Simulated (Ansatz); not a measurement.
# Effort and miss along a sweep of basis.ecutwfc: Sn (I4_1/amd, 2 atoms in the cell)

```xyz
2
Lattice="-2.9319 2.9319 1.5948 2.9319 -2.9319 1.5948 2.9319 2.9319 -1.5948" Properties=species:S:1:pos:R:3 pbc="T T T"
Sn     0.0000     2.9319     0.7974
Sn     0.0000     0.0000     0.0000
```

Method: PBE, PAW files (plane waves; Ansatz, a first-principles code).

Base settings: basis.ecutwfc = 420 eV; kpoints.mp_grid.grid = 9 9 9; kpoints.mp_grid.shift = 0.5 0.5 0.5; hamiltonian.xc = pbe; hamiltonian.pseudopotentials = {kind: paw} (an earlier, softer set of the program's PAW files); scf.occupations.method = methfessel_paxton; scf.occupations.width = 0.1 eV.

Misses are taken against the tightest run, 840 eV, which need not be fully converged itself. The energy is the free energy per atom.

The count of work is k-points × plane waves × bands × iterations; it is no time, and leaves out set-up, grids and terms that scale otherwise. 

Ansatz's pressure holds its estimate of the finite-basis (Pulay) stress, which hides part of the cutoff error; the uncorrected pressure shows it.

The starting cell comes from a database of computed structures (which also holds hypothetical and non-ambient phases and stackings), without a prior relaxation at this level. Its lattice was rescaled by a random factor within 2.5 % of one. Ansatz's pressure includes its estimate of the finite-basis (Pulay) stress.

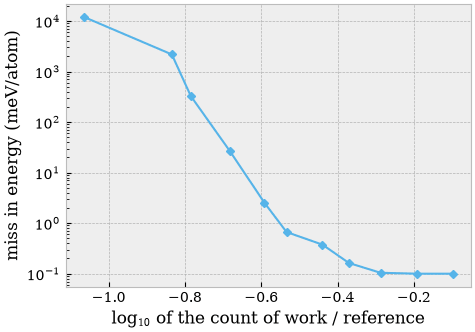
Figure. Miss against the count of work; the reference run is not drawn, and misses under 0.1 meV/atom are drawn there.

| basis.ecutwfc | energy less reference (meV/atom) | pressure less reference (GPa) | uncorrected pressure less reference (GPa) | count of work / reference |
|---|---|---|---|---|
| 170 eV | 12028.46 | -0.78 | -329.74 | 0.086 |
| 210 eV | 2183.22 | 0.80 | -78.64 | 0.15 |
| 250 eV | 327.99 | 0.60 | -15.74 | 0.16 |
| 295 eV | 27.26 | -0.01 | -1.87 | 0.21 |
| 335 eV | 2.55 | 0.00 | -0.18 | 0.26 |
| 380 eV | 0.67 | 0.00 | -0.01 | 0.29 |
| 420 eV | 0.38 | 0.00 | -0.01 | 0.36 |
| 485 eV | 0.16 | 0.00 | 0.00 | 0.43 |
| 545 eV | 0.10 | 0.00 | 0.00 | 0.52 |
| 630 eV | 0.04 | 0.00 | 0.00 | 0.64 |
| 735 eV | 0.01 | 0.00 | 0.00 | 0.80 |
| 840 eV | 0.00 | 0.00 | 0.00 | 1.0 |

Coarsest setting among those run that, with all tighter ones, holds the energy within 10 meV/atom of the reference: 335 eV, off by 2.5 meV/atom; it needs 0.26 of the reference's count of work.

Coarsest setting among those run that, with all tighter ones, holds the energy within 0.5 meV/atom of the reference: 420 eV, off by 0.38 meV/atom; it needs 0.36 of the reference's count of work.

The step from 210 eV to 545 eV: it takes the miss in the energy from 2200 to 0.10 meV/atom, for 3.5 times the count of work.

Keys are those of Ansatz 0.2.
